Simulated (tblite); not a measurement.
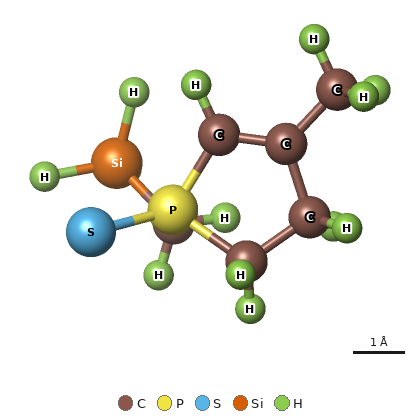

The starting structure (ball-and-stick view, seen at an oblique angle). Bond lengths as drawn: C–C 1.34 to 1.53 Å, C–H 1.09 to 1.11 Å, C–P 1.75 to 1.84 Å, C–Si 1.84 Å, H–Si 1.48 to 1.49 Å and P–S 1.93 Å.

**Geometry relaxation, with input and output: C$_{6}$H$_{13}$PSSi (part 1 of 2)**

The run: geometry relaxation of C$_{6}$H$_{13}$PSSi, SMILES CC1=C[P@@](=S)(C[SiH3])CC1. Method and program: GFN2-xTB geometry optimisation, gas phase (tblite 0.8.0).

Log:
```
step      E/eV     max force
  0    -734.24160    2.079
  1    -734.36234    0.832
  2    -734.39894    0.391
  3    -734.41084    0.390
  4    -734.41667    0.193
  5    -734.42290    0.193
  6    -734.42746    0.143
  7    -734.43052    0.137
  8    -734.43358    0.113
  9    -734.43628    0.119
 10    -734.43857    0.103
 11    -734.44028    0.087
 12    -734.44170    0.086
 13    -734.44287    0.080
 14    -734.44378    0.065
 15    -734.44446    0.062
 16    -734.44502    0.049
 17    -734.44552    0.062
 18    -734.44591    0.062
 19    -734.44620    0.040
 20    -734.44645    0.036
 21    -734.44672    0.035
 22    -734.44708    0.055
 23    -734.44752    0.060
 24    -734.44801    0.047
 25    -734.44852    0.050
 26    -734.44904    0.052
 27    -734.44957    0.054
 28    -734.45004    0.047
 29    -734.45040    0.038
 30    -734.45068    0.032
 31    -734.45093    0.037
 32    -734.45119    0.038
 33    -734.45144    0.038
 34    -734.45168    0.042
 35    -734.45191    0.036
 36    -734.45212    0.030
 37    -734.45229    0.027
 38    -734.45246    0.033
 39    -734.45266    0.042
 40    -734.45295    0.048
 41    -734.45326    0.043
 42    -734.45352    0.044
 43    -734.45370    0.033
 44    -734.45387    0.028
 45    -734.45407    0.037
 46    -734.45427    0.037
 47    -734.45442    0.030
 48    -734.45453    0.029
 49    -734.45466    0.034
 50    -734.45482    0.034
 51    -734.45501    0.032
 52    -734.45516    0.030
 53    -734.45529    0.030
 54    -734.45542    0.029
 55    -734.45557    0.026
 56    -734.45573    0.026
 57    -734.45586    0.025
 58    -734.45599    0.030
 59    -734.45615    0.033
 60    -734.45636    0.036
 61    -734.45660    0.037
 62    -734.45685    0.036
 63    -734.45709    0.043
 64    -734.45732    0.037
 65    -734.45751    0.030
 66    -734.45766    0.028
 67    -734.45781    0.031
 68    -734.45798    0.036
 69    -734.45814    0.026
 70    -734.45825    0.020
 71    -734.45832    0.015
 72    -734.45838    0.020
 73    -734.45846    0.020
 74    -734.45854    0.018
 75    -734.45861    0.019
 76    -734.45867    0.019
 77    -734.45875    0.019
 78    -734.45884    0.016
 79    -734.45890    0.016
 80    -734.45894    0.011
 81    -734.45897    0.012
 82    -734.45901    0.012
 83    -734.45904    0.010
 84    -734.45906    0.009
```

Trajectory as extended XYZ (Å, eV, eV/Å), 22 of the 85 frames kept, from step=0 to step=84:
```
22
Properties=species:S:1:pos:R:3:forces:R:3 step=0 energy=-734.24160
C    -2.4554    1.2952    1.0273   -0.5730   0.2680  -0.0830
C    -1.4776    0.4072    0.3549    0.5010  -0.3750  -0.1850
C    -0.5928    0.7743   -0.5862   -1.1590   1.4150   0.5110
P     0.4505   -0.5165   -1.1507   -0.0170  -1.5230  -0.1270
S     0.7633   -0.9091   -3.0149    0.1210   0.2390  -0.2260
C     1.8735   -0.4709   -0.0492    0.1960  -0.6580   0.7760
Si    2.9528    0.9729   -0.4281    1.3480   1.5450  -0.3420
C    -0.5966   -1.7772   -0.3074   -0.3960  -0.3820   0.1780
C    -1.3903   -1.0490    0.7766   -0.2190   0.2870  -0.2160
H    -2.4069    2.3216    0.6517    0.0860  -0.2040  -0.0030
H    -2.2881    1.3271    2.1058    0.0040  -0.1300  -0.0820
H    -3.4852    0.9313    0.8557    0.4370   0.0660   0.1210
H    -0.5592    1.7865   -0.9759    0.0530  -0.1310  -0.0090
H     1.5469   -0.4226    0.9919   -0.2340   0.0150  -0.0440
H     2.4354   -1.3972   -0.1470    0.0130  -0.1910  -0.2070
H     4.0080    1.0788    0.6235   -0.3700  -0.1170  -0.2740
H     2.1680    2.2321   -0.3882    0.0990  -0.2940  -0.0130
H     3.6222    0.8358   -1.7382   -0.2300  -0.0140   0.2690
H    -0.0090   -2.6007    0.1044    0.0470  -0.0260  -0.1080
H    -1.2937   -2.1962   -1.0435    0.1590   0.0240  -0.0470
H    -2.3927   -1.4857    0.8853    0.1820   0.1370   0.0750
H    -0.8836   -1.1184    1.7421   -0.0500   0.0470   0.0380
22
Properties=species:S:1:pos:R:3:forces:R:3 step=4 energy=-734.41667
C    -2.4656    1.2993    1.0279   -0.0280  -0.0010   0.0030
C    -1.4776    0.4080    0.3593    0.0880   0.0120  -0.1250
C    -0.6178    0.8009   -0.5804    0.0220  -0.0510  -0.0650
P     0.4427   -0.5634   -1.1414    0.0760   0.1020   0.0740
S     0.7717   -0.8928   -3.0249    0.0290   0.1460   0.1230
C     1.8994   -0.4749   -0.0303    0.0380  -0.0070  -0.0120
Si    2.9975    1.0238   -0.4383   -0.0390  -0.0740  -0.0060
C    -0.6192   -1.8004   -0.2952   -0.0270  -0.0540  -0.0160
C    -1.3965   -1.0410    0.7736   -0.0550   0.0120   0.0070
H    -2.4012    2.3150    0.6477    0.0260   0.0050  -0.0300
H    -2.2895    1.3191    2.1014   -0.0100  -0.0370   0.0640
H    -3.4757    0.9297    0.8606   -0.0390  -0.0310   0.0220
H    -0.5578    1.8002   -0.9828   -0.0010  -0.0470  -0.0040
H     1.5306   -0.4231    0.9979    0.0190  -0.0190  -0.0940
H     2.4427   -1.4146   -0.1576    0.0300   0.0500  -0.0060
H     3.9992    1.0747    0.6185    0.1150   0.0210   0.1020
H     2.1694    2.2250   -0.3893   -0.0390   0.0840  -0.0110
H     3.6159    0.8352   -1.7369    0.0370   0.0110  -0.1310
H    -0.0073   -2.6098    0.1009   -0.0560  -0.1400   0.0290
H    -1.2925   -2.2029   -1.0527   -0.0560  -0.1130  -0.0450
H    -2.3892   -1.4753    0.8922   -0.1120   0.0750   0.0890
H    -0.8898   -1.1131    1.7400   -0.0190   0.0540   0.0320
22
Properties=species:S:1:pos:R:3:forces:R:3 step=8 energy=-734.43358
C    -2.4666    1.2966    1.0272    0.0150  -0.0270  -0.0170
C    -1.4767    0.4085    0.3496   -0.0870  -0.0450   0.0570
C    -0.6167    0.7977   -0.5894    0.0230  -0.0200   0.0590
P     0.4492   -0.5652   -1.1255   -0.0620  -0.0420  -0.0360
S     0.7826   -0.8574   -3.0087    0.0550   0.0680  -0.0620
C     1.9122   -0.4744   -0.0314   -0.0010   0.0400  -0.0300
Si    3.0088    1.0290   -0.4419    0.0040   0.0030   0.0020
C    -0.6293   -1.8159   -0.2940   -0.0110   0.0230   0.0330
C    -1.4060   -1.0404    0.7726   -0.0060  -0.0200  -0.0020
H    -2.3967    2.3120    0.6436   -0.0260  -0.0260   0.0360
H    -2.2917    1.3094    2.1047    0.0160  -0.0100  -0.0670
H    -3.4786    0.9243    0.8657    0.0170   0.0120  -0.0120
H    -0.5561    1.7975   -0.9892    0.0240  -0.0440  -0.0320
H     1.5316   -0.4269    0.9886    0.0680  -0.0040   0.0700
H     2.4544   -1.4122   -0.1620    0.0530   0.0090   0.0010
H     4.0133    1.0781    0.6290   -0.0330   0.0170  -0.0820
H     2.1674    2.2333   -0.3921    0.0760  -0.0610  -0.0090
H     3.6181    0.8391   -1.7554   -0.0260   0.0380   0.0620
H    -0.0249   -2.6356    0.1046   -0.1070   0.0090   0.0190
H    -1.2990   -2.2239   -1.0587    0.0250   0.0260   0.0550
H    -2.4082   -1.4542    0.9112    0.0060   0.0410  -0.0030
H    -0.8974   -1.1001    1.7417   -0.0210   0.0130  -0.0430
22
Properties=species:S:1:pos:R:3:forces:R:3 step=12 energy=-734.44170
C    -2.4682    1.2909    1.0236   -0.0430   0.0220   0.0090
C    -1.4846    0.4025    0.3470    0.0390   0.0430  -0.0300
C    -0.6139    0.7904   -0.5823   -0.0010  -0.0150  -0.0290
P     0.4467   -0.5712   -1.1231    0.0530  -0.0200   0.0110
S     0.7991   -0.8226   -3.0102    0.0020   0.0200  -0.0060
C     1.9158   -0.4725   -0.0342    0.0040  -0.0440   0.0430
Si    3.0130    1.0285   -0.4439   -0.0220  -0.0140  -0.0130
C    -0.6375   -1.8200   -0.2886   -0.0260  -0.0190  -0.0030
C    -1.4147   -1.0415    0.7722   -0.0160   0.0290   0.0180
H    -2.3993    2.3071    0.6473   -0.0090   0.0260  -0.0140
H    -2.2885    1.3015    2.0977    0.0150  -0.0140   0.0330
H    -3.4802    0.9228    0.8655   -0.0460  -0.0110  -0.0160
H    -0.5502    1.7832   -0.9974    0.0140  -0.0100   0.0050
H     1.5499   -0.4297    0.9930    0.0420   0.0000   0.0160
H     2.4702   -1.4044   -0.1644    0.0090   0.0060  -0.0190
H     4.0176    1.0840    0.6198    0.0240   0.0010  -0.0150
H     2.1800    2.2297   -0.3955   -0.0110   0.0490   0.0040
H     3.6160    0.8495   -1.7561    0.0220   0.0080  -0.0240
H    -0.0553   -2.6502    0.1140    0.0160   0.0000   0.0580
H    -1.3018   -2.2299   -1.0529   -0.0690   0.0380  -0.0340
H    -2.4208   -1.4378    0.9208   -0.0120  -0.0680  -0.0290
H    -0.9038   -1.0912    1.7378    0.0150  -0.0260   0.0360
22
Properties=species:S:1:pos:R:3:forces:R:3 step=16 energy=-734.44502
C    -2.4741    1.2915    1.0227    0.0240  -0.0070  -0.0160
C    -1.4860    0.4050    0.3448   -0.0270  -0.0270   0.0140
C    -0.6118    0.7846   -0.5842   -0.0060   0.0060   0.0070
P     0.4513   -0.5784   -1.1196   -0.0250   0.0150   0.0290
S     0.8070   -0.8039   -3.0107   -0.0050  -0.0110   0.0470
C     1.9200   -0.4769   -0.0297    0.0280   0.0140  -0.0110
Si    3.0113    1.0281   -0.4475    0.0040   0.0260  -0.0120
C    -0.6450   -1.8239   -0.2863    0.0100   0.0170   0.0000
C    -1.4200   -1.0394    0.7745    0.0120  -0.0220  -0.0130
H    -2.4037    2.3091    0.6476   -0.0230  -0.0010   0.0090
H    -2.2861    1.2956    2.0973   -0.0340   0.0050  -0.0270
H    -3.4871    0.9214    0.8627    0.0260   0.0160   0.0070
H    -0.5439    1.7760   -1.0012    0.0180   0.0030  -0.0060
H     1.5659   -0.4320    1.0009    0.0140  -0.0260   0.0110
H     2.4804   -1.4028   -0.1688    0.0130  -0.0270   0.0030
H     4.0231    1.0865    0.6109    0.0060  -0.0060  -0.0200
H     2.1845    2.2357   -0.3963   -0.0060   0.0060   0.0030
H     3.6186    0.8557   -1.7598   -0.0010  -0.0010  -0.0090
H    -0.0685   -2.6546    0.1275   -0.0270   0.0110  -0.0180
H    -1.3145   -2.2239   -1.0542    0.0020   0.0220   0.0230
H    -2.4257   -1.4422    0.9190    0.0270  -0.0060  -0.0080
H    -0.9061   -1.0921    1.7404   -0.0300  -0.0070  -0.0140
22
Properties=species:S:1:pos:R:3:forces:R:3 step=20 energy=-734.44645
C    -2.4749    1.2914    1.0199   -0.0270   0.0060   0.0070
C    -1.4889    0.4032    0.3441    0.0070   0.0190  -0.0030
C    -0.6123    0.7832   -0.5828    0.0120   0.0090   0.0210
P     0.4524   -0.5784   -1.1121    0.0270   0.0030   0.0050
S     0.8093   -0.7984   -3.0024    0.0000  -0.0220  -0.0030
C     1.9265   -0.4784   -0.0281    0.0050  -0.0030   0.0060
Si    3.0112    1.0319   -0.4516    0.0060  -0.0060  -0.0010
C    -0.6469   -1.8227   -0.2852    0.0030   0.0020   0.0080
C    -1.4215   -1.0406    0.7739   -0.0170   0.0150   0.0110
H    -2.4096    2.3103    0.6485    0.0100  -0.0010  -0.0110
H    -2.2912    1.2941    2.0940   -0.0060   0.0080   0.0150
H    -3.4874    0.9229    0.8619   -0.0240  -0.0110  -0.0140
H    -0.5377    1.7728   -1.0033   -0.0040   0.0050   0.0110
H     1.5776   -0.4383    1.0052    0.0200  -0.0110  -0.0060
H     2.4869   -1.4053   -0.1705   -0.0010   0.0150  -0.0070
H     4.0275    1.0867    0.6025    0.0080   0.0030  -0.0120
H     2.1848    2.2404   -0.3959   -0.0020  -0.0110   0.0010
H     3.6195    0.8584   -1.7638   -0.0140   0.0030  -0.0060
H    -0.0784   -2.6560    0.1304    0.0080  -0.0270  -0.0220
H    -1.3205   -2.2163   -1.0518    0.0160   0.0060  -0.0140
H    -2.4247   -1.4472    0.9161   -0.0260  -0.0040  -0.0020
H    -0.9120   -1.0943    1.7408    0.0010   0.0030   0.0150
22
Properties=species:S:1:pos:R:3:forces:R:3 step=24 energy=-734.44801
C    -2.4837    1.2924    1.0182    0.0050  -0.0080  -0.0090
C    -1.4929    0.4056    0.3458    0.0110  -0.0250   0.0250
C    -0.6071    0.7854   -0.5729   -0.0010  -0.0060   0.0090
P     0.4592   -0.5764   -1.1008   -0.0330  -0.0330  -0.0050
S     0.8116   -0.8024   -2.9916    0.0000  -0.0090   0.0040
C     1.9383   -0.4789   -0.0251   -0.0290  -0.0260  -0.0010
Si    3.0131    1.0347   -0.4570    0.0100  -0.0070   0.0050
C    -0.6477   -1.8202   -0.2805    0.0100  -0.0090  -0.0220
C    -1.4281   -1.0393    0.7768    0.0220  -0.0330  -0.0090
H    -2.4141    2.3108    0.6457   -0.0130   0.0000  -0.0050
H    -2.3021    1.2959    2.0935   -0.0170   0.0040  -0.0110
H    -3.4951    0.9214    0.8559   -0.0030   0.0080  -0.0080
H    -0.5316    1.7720   -1.0004   -0.0050   0.0150   0.0330
H     1.5985   -0.4505    1.0103    0.0020   0.0230   0.0290
H     2.4957   -1.4050   -0.1761    0.0330  -0.0060  -0.0290
H     4.0365    1.0882    0.5878    0.0300   0.0130   0.0130
H     2.1844    2.2408   -0.3950   -0.0060  -0.0060   0.0010
H     3.6145    0.8626   -1.7715   -0.0130   0.0020  -0.0250
H    -0.0880   -2.6662    0.1239   -0.0010   0.0290   0.0150
H    -1.3197   -2.2038   -1.0540    0.0120   0.0200  -0.0220
H    -2.4307   -1.4525    0.9117    0.0010   0.0400   0.0040
H    -0.9213   -1.0953    1.7453   -0.0150   0.0130   0.0090
22
Properties=species:S:1:pos:R:3:forces:R:3 step=28 energy=-734.45004
C    -2.4941    1.2916    1.0139    0.0150  -0.0060  -0.0070
C    -1.4948    0.4043    0.3526   -0.0020   0.0070  -0.0130
C    -0.6007    0.7865   -0.5574   -0.0070  -0.0130  -0.0170
P     0.4631   -0.5786   -1.0873    0.0260   0.0310   0.0040
S     0.8142   -0.8109   -2.9776   -0.0060   0.0020  -0.0020
C     1.9489   -0.4851   -0.0208    0.0390   0.0200   0.0000
Si    3.0174    1.0347   -0.4625   -0.0010  -0.0120   0.0040
C    -0.6487   -1.8189   -0.2779   -0.0280   0.0040   0.0130
C    -1.4331   -1.0423    0.7795   -0.0130   0.0290   0.0060
H    -2.4228    2.3099    0.6402   -0.0070  -0.0180  -0.0090
H    -2.3215    1.2997    2.0905   -0.0180  -0.0030  -0.0050
H    -3.5054    0.9212    0.8451    0.0250  -0.0010  -0.0120
H    -0.5253    1.7736   -0.9856    0.0030  -0.0050   0.0470
H     1.6270   -0.4611    1.0218    0.0010  -0.0020  -0.0280
H     2.5141   -1.4045   -0.1904   -0.0110   0.0050   0.0030
H     4.0555    1.0935    0.5706   -0.0060   0.0050  -0.0170
H     2.1830    2.2380   -0.3934    0.0100  -0.0220   0.0080
H     3.6031    0.8689   -1.7870   -0.0230   0.0010   0.0120
H    -0.0992   -2.6738    0.1194    0.0080   0.0120   0.0290
H    -1.3158   -2.1837   -1.0642   -0.0180  -0.0150  -0.0090
H    -2.4390   -1.4492    0.9069    0.0040   0.0080   0.0020
H    -0.9364   -1.0945    1.7536    0.0070  -0.0290  -0.0090
22
Properties=species:S:1:pos:R:3:forces:R:3 step=32 energy=-734.45119
C    -2.4980    1.2907    1.0102   -0.0120   0.0080  -0.0020
C    -1.4955    0.4041    0.3550    0.0060  -0.0020   0.0130
C    -0.5979    0.7854   -0.5514    0.0110   0.0170   0.0160
P     0.4687   -0.5771   -1.0792   -0.0190  -0.0180  -0.0090
S     0.8146   -0.8147   -2.9699    0.0000   0.0100  -0.0060
C     1.9600   -0.4861   -0.0193   -0.0210  -0.0120  -0.0130
Si    3.0210    1.0340   -0.4652    0.0070   0.0140  -0.0060
C    -0.6523   -1.8169   -0.2757    0.0170   0.0080  -0.0040
C    -1.4377   -1.0410    0.7813   -0.0010  -0.0210  -0.0070
H    -2.4288    2.3074    0.6345    0.0100   0.0150  -0.0110
H    -2.3356    1.3010    2.0881    0.0040  -0.0030   0.0010
H    -3.5071    0.9198    0.8357   -0.0090  -0.0220  -0.0200
H    -0.5207    1.7758   -0.9680    0.0150   0.0260   0.0020
H     1.6432   -0.4671    1.0238   -0.0020  -0.0010   0.0030
H     2.5232   -1.4042   -0.1979    0.0010  -0.0140   0.0080
H     4.0662    1.0977    0.5580    0.0150   0.0010   0.0030
H     2.1838    2.2327   -0.3904   -0.0090   0.0110   0.0140
H     3.5920    0.8723   -1.7946   -0.0020  -0.0050  -0.0180
H    -0.1055   -2.6737    0.1230   -0.0130   0.0150   0.0080
H    -1.3163   -2.1751   -1.0695    0.0110  -0.0110   0.0350
H    -2.4444   -1.4456    0.9051   -0.0160  -0.0060   0.0030
H    -0.9433   -1.0999    1.7563    0.0060  -0.0090  -0.0110
22
Properties=species:S:1:pos:R:3:forces:R:3 step=36 energy=-734.45212
C    -2.5036    1.2910    1.0060    0.0040  -0.0080  -0.0080
C    -1.4948    0.4047    0.3594    0.0000   0.0070  -0.0010
C    -0.5925    0.7883   -0.5417    0.0130   0.0080   0.0200
P     0.4706   -0.5770   -1.0742   -0.0010   0.0240   0.0000
S     0.8144   -0.8148   -2.9654   -0.0090   0.0120  -0.0060
C     1.9668   -0.4890   -0.0207    0.0040  -0.0010   0.0050
Si    3.0249    1.0351   -0.4688   -0.0150  -0.0130  -0.0040
C    -0.6533   -1.8140   -0.2733   -0.0130  -0.0160   0.0100
C    -1.4430   -1.0421    0.7820    0.0020   0.0190   0.0040
H    -2.4320    2.3073    0.6272   -0.0070  -0.0130   0.0120
H    -2.3481    1.3016    2.0854   -0.0120   0.0080  -0.0150
H    -3.5094    0.9135    0.8221    0.0070   0.0100  -0.0040
H    -0.5123    1.7830   -0.9503    0.0160  -0.0120   0.0010
H     1.6569   -0.4727    1.0248   -0.0090   0.0040  -0.0030
H     2.5303   -1.4068   -0.2023   -0.0070  -0.0020  -0.0010
H     4.0790    1.1016    0.5465   -0.0010  -0.0060  -0.0130
H     2.1825    2.2303   -0.3837    0.0020   0.0070   0.0120
H     3.5810    0.8742   -1.8053    0.0010   0.0030  -0.0030
H    -0.1127   -2.6712    0.1293    0.0250  -0.0160   0.0070
H    -1.3153   -2.1721   -1.0669   -0.0080  -0.0230  -0.0120
H    -2.4520   -1.4440    0.9040    0.0200  -0.0020  -0.0110
H    -0.9479   -1.1077    1.7559   -0.0100   0.0110   0.0080
22
Properties=species:S:1:pos:R:3:forces:R:3 step=40 energy=-734.45295
C    -2.5074    1.2899    1.0012   -0.0080   0.0110   0.0090
C    -1.4931    0.4066    0.3630    0.0070  -0.0090  -0.0060
C    -0.5837    0.7933   -0.5292    0.0060  -0.0200  -0.0180
P     0.4707   -0.5741   -1.0710    0.0110  -0.0450   0.0110
S     0.8102   -0.8100   -2.9639   -0.0190   0.0230   0.0110
C     1.9705   -0.4921   -0.0214   -0.0080   0.0000  -0.0010
Si    3.0242    1.0339   -0.4728    0.0040   0.0090  -0.0030
C    -0.6546   -1.8154   -0.2705    0.0300   0.0070  -0.0160
C    -1.4450   -1.0406    0.7827    0.0130  -0.0270  -0.0070
H    -2.4356    2.3057    0.6239   -0.0050   0.0220  -0.0130
H    -2.3607    1.3042    2.0806   -0.0100  -0.0060   0.0250
H    -3.5099    0.9101    0.8092   -0.0180   0.0020  -0.0040
H    -0.5002    1.7877   -0.9363    0.0120   0.0060   0.0000
H     1.6624   -0.4751    1.0244   -0.0060   0.0000   0.0020
H     2.5324   -1.4103   -0.2050   -0.0040   0.0010  -0.0010
H     4.0875    1.1022    0.5338   -0.0120  -0.0130  -0.0200
H     2.1823    2.2300   -0.3739    0.0140  -0.0160   0.0030
H     3.5723    0.8760   -1.8140   -0.0110   0.0080   0.0120
H    -0.1108   -2.6706    0.1360    0.0010   0.0230  -0.0150
H    -1.3154   -2.1784   -1.0647    0.0200  -0.0020   0.0200
H    -2.4533   -1.4433    0.9002   -0.0120   0.0060  -0.0030
H    -0.9533   -1.1102    1.7579   -0.0050   0.0200   0.0130
22
Properties=species:S:1:pos:R:3:forces:R:3 step=44 energy=-734.45387
C    -2.5146    1.2900    0.9957    0.0020   0.0010  -0.0030
C    -1.4911    0.4076    0.3667   -0.0140   0.0060   0.0030
C    -0.5720    0.7949   -0.5155   -0.0250  -0.0050  -0.0100
P     0.4741   -0.5763   -1.0629   -0.0040   0.0260  -0.0100
S     0.8021   -0.7983   -2.9586   -0.0090   0.0070  -0.0170
C     1.9770   -0.4965   -0.0213    0.0060  -0.0040   0.0050
Si    3.0238    1.0325   -0.4791    0.0000  -0.0100   0.0030
C    -0.6526   -1.8159   -0.2672   -0.0030   0.0040   0.0250
C    -1.4474   -1.0416    0.7833   -0.0150   0.0200   0.0070
H    -2.4427    2.3064    0.6172    0.0040  -0.0080   0.0020
H    -2.3817    1.3059    2.0778   -0.0060  -0.0090  -0.0100
H    -3.5144    0.9070    0.7913    0.0080   0.0080   0.0030
H    -0.4810    1.7917   -0.9168    0.0050  -0.0190   0.0010
H     1.6733   -0.4801    1.0259    0.0020  -0.0050   0.0040
H     2.5377   -1.4140   -0.2103    0.0100  -0.0030   0.0090
H     4.0992    1.1004    0.5113    0.0150  -0.0190   0.0120
H     2.1849    2.2270   -0.3610   -0.0080   0.0080  -0.0010
H     3.5576    0.8817   -1.8253   -0.0070   0.0050  -0.0170
H    -0.1094   -2.6688    0.1420    0.0250  -0.0080   0.0060
H    -1.3114   -2.1840   -1.0600    0.0160   0.0090  -0.0010
H    -2.4580   -1.4409    0.8938   -0.0020  -0.0030  -0.0030
H    -0.9638   -1.1094    1.7632   -0.0010  -0.0010  -0.0080
```
